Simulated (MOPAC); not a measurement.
Scan of H3 (cation, charge +1), singlet: collinear H-H-H surface. Scanned: first H-H distance and second H-H distance.

Cartesian coordinates as functions of the variables (Å; names that start with a are angles):
```
H  0  0  -r1
H  0  0  0
H  0  0  r2
```

Calculation: PM3, restricted, heats of formation (MOPAC 23.2.5).

Energy in kcal/mol above the lowest grid point; x is the first H-H distance (Å), y the second H-H distance (Å).

```
y \ x  0.63  0.67  0.75  0.78  0.85   0.95      1   1.10   1.25   1.40   1.57   1.75   2.15
-----  ----  ----  ----  ----  ----  -----  -----  -----  -----  -----  -----  -----  -----
2.15   88.9  86.6  86.4  87.4  91.9  101.8  107.6  120.1  138.4  154.5  170.3  186.0  213.9
1.81   74.8  72.4  71.7  72.6  76.7   85.9   91.4  103.3  120.6  135.6  150.4  165.0  190.9
1.58   62.0  59.4  58.4  59.2  62.9   71.6   76.9   88.2  104.8  119.1  133.0  146.8  171.2
1.36   48.1  45.5  44.3  45.0  48.5   56.6   61.6   72.4   88.2  101.7  114.8  127.7  150.4
1.24   38.7  36.0  34.8  35.5  38.8   46.8   51.6   62.1   77.4   90.4  103.1  115.5  137.3
1.13   28.8  26.0  24.6  25.2  28.5   36.4   41.1   51.3   66.2   78.8   91.0  103.0  123.9
1      17.2  14.1  12.1  12.6  15.7   23.4   28.1   38.1   52.5   64.6   76.3   87.8  107.6
0.95   13.5  10.2   7.9   8.3  11.2   18.7   23.4   33.4   47.7   59.6   71.0   82.3  101.8
0.86    8.6   5.0   2.0   2.2   4.6   11.8   16.3   26.2   40.4   52.0   63.0   74.0   92.8
0.80    7.1   3.4   0.1   0.1   2.1    8.8   13.3   23.0   37.1   48.6   59.4   70.1   88.5
0.74    7.6   3.8   0.2   0.0   1.7    7.9   12.1   21.6   35.6   47.0   57.7   68.2   86.1
0.69    9.8   5.9   2.2   1.9   3.3    9.1   13.1   22.3   36.1   47.6   58.1   68.4   86.1
0.63   15.1  11.2   7.4   7.1   8.2   13.5   17.2   26.0   39.5   50.9   61.4   71.6   88.9
```

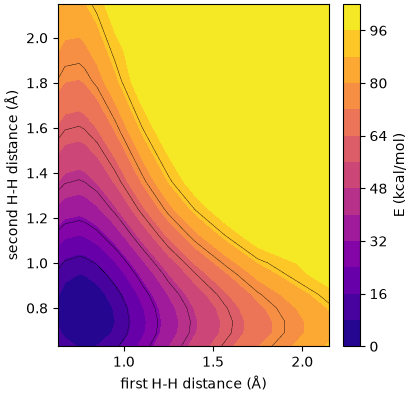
Figure: Energy surface, cut off at 103 kcal/mol.

Points that lie below all their neighbours on the grid: x = 0.78, y = 0.74 (0.0 kcal/mol).
